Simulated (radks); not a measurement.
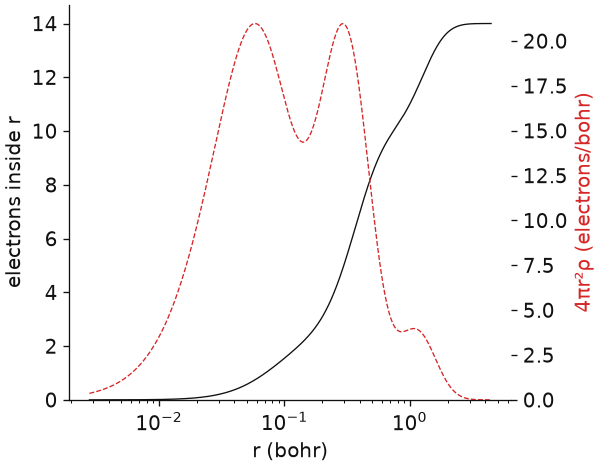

System: the Ar⁴⁺ ion, configuration [Ne] 3s2 3p2 (3p1/2: 2). Level of theory: Dirac Kohn-Sham, PBE, spin-unpolarised, spherical densities, finite nucleus. Computed with the in-house radial solver radks.

The plot shows the number of electrons inside radius r (solid) and the radial density 4πr²ρ (dashed).

Q: Read the plot.

Answer: The count levels off at 14 electrons. Half of them lie within 0.400 bohr, 90 % within 1.43 bohr and 99 % within 2.29 bohr. The radial density has minima at 0.141 and 0.860 bohr, where the count stands at 2.2 and 10.5; these part the shells that the density resolves.
